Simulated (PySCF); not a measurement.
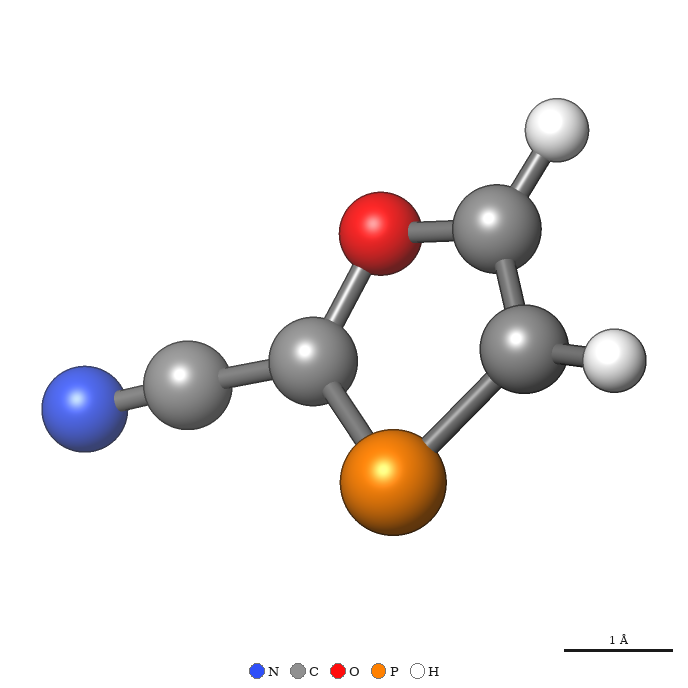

A ball-and-stick model of a molecule. Every bond is drawn as one stick, whatever its order.

The geometry was computed by an optimisation with GFN2-xTB. No frequency run is at hand to confirm it as a minimum.

Describe the molecule.

It has 9 atoms: 4 carbon, 2 hydrogen, 1 nitrogen, 1 oxygen and 1 phosphorus (C4H2NOP). As SMILES it reads `N#Cc1occp1`. Independent rings (smallest set): 1 of 5 members, 1 of them aromatic. Among its groups: nitrile. The point group is Cs. All atoms lie on one plane. Coordination: 1 C linear; 3 C trigonal planar; 1 O bent; 1 P bent.

The parts below concern this one geometry. Atoms keep their numbers from picture to picture.

### Dipole moment

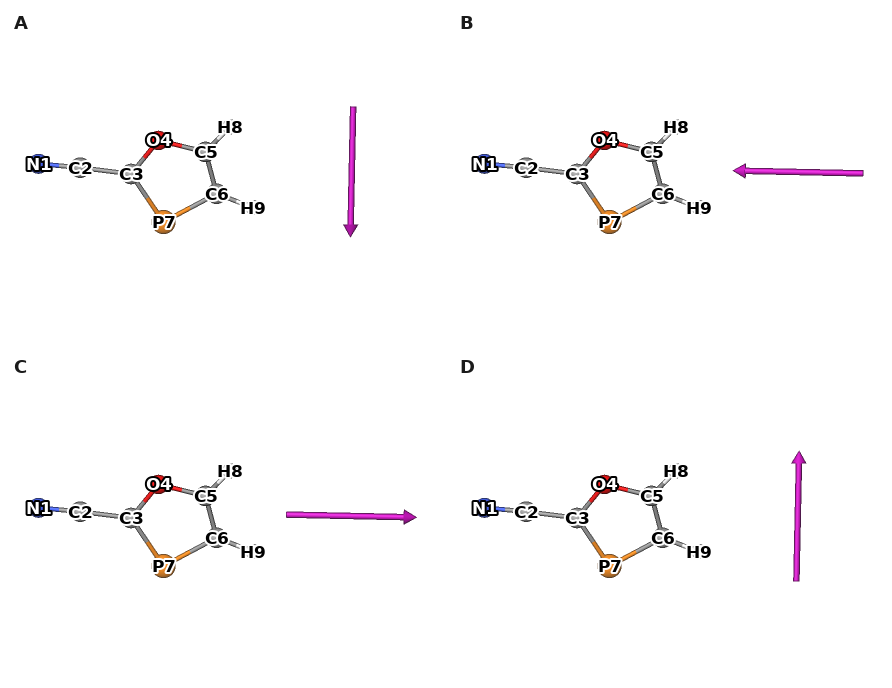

The same molecule four times, each with an arrow. No frequency run is at hand to confirm it as a minimum. Method: B3LYP/def2-SVPD, gas phase (PySCF 2.14.0).

> Which arrow points along the dipole moment, from the negative to the positive end?

C. The dipole moment is 5.09 D; it points from the side of N1 to the side of H9 (the outermost atoms at the two ends).

### Core levels

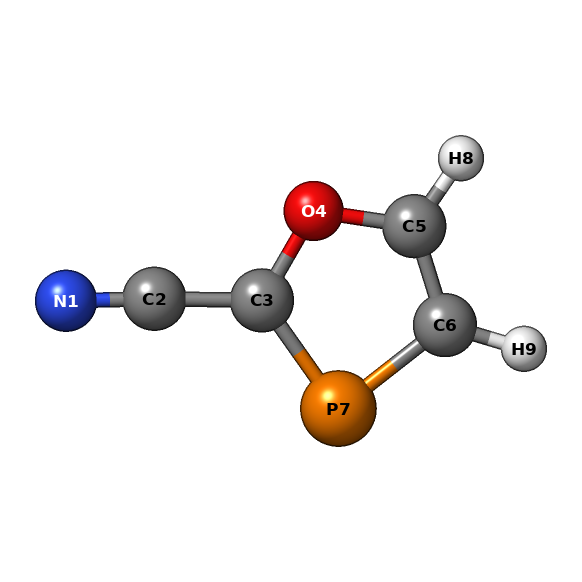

No frequency run is at hand to confirm it as a minimum. Properties computed with delta-SCF UKS SCAN, pcX-2 on the ionised atom, pcseg-1 elsewhere, spin-free X2C (PySCF 2.14.0).

Give the core-electron binding energies (to vacuum; p and d levels without spin–orbit splitting) of N1 1s, C2 1s, C3 1s, O4 1s, C5 1s, C6 1s, P7 1s, P7 2p.

| atom | level | binding energy (eV) |
| --- | --- | --- |
| N1 | 1s | 404.8 |
| C2 | 1s | 292.3 |
| C3 | 1s | 293.0 |
| O4 | 1s | 541.1 |
| C5 | 1s | 292.7 |
| C6 | 1s | 291.1 |
| P7 | 1s | 2150.5 |
| P7 | 2p | 137.3 |

### Excitation

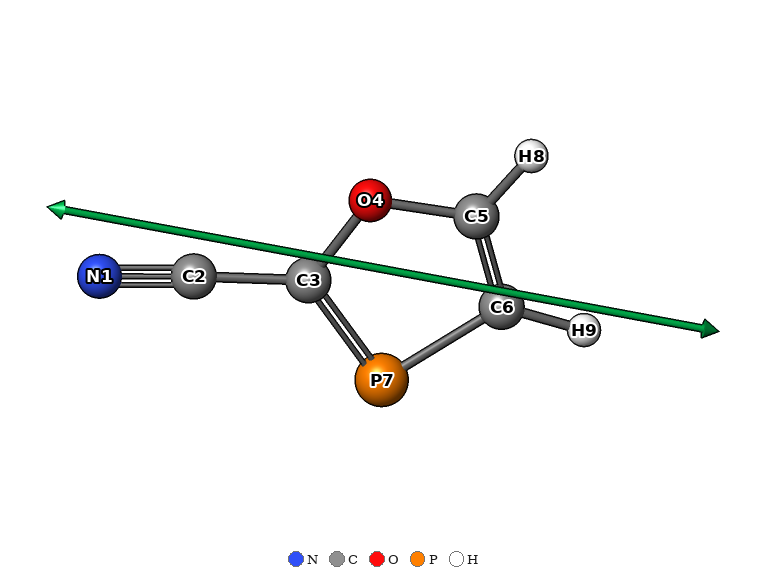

The double arrow shows the direction of the transition dipole to excited singlet state 1 (its length means nothing). No frequency run is at hand to confirm it as a minimum. Method: TDDFT B3LYP/def2-SVPD, vertical, gas phase, core orbitals frozen in the response (PySCF 2.14.0).

> How is the transition polarised?

In the molecular plane, nearly parallel to the O4–C5 bond.

> Where does the transition lie, and how strong is it?

4.68 eV (265 nm), oscillator strength 0.23, mainly HOMO → LUMO (weight 0.93); transition dipole 3.59 D.

The geometry is semi-empirical. Around P such bond lengths and angles can be off by a tenth of an ångström or more and by several degrees, and values that hang on the shape move with them.
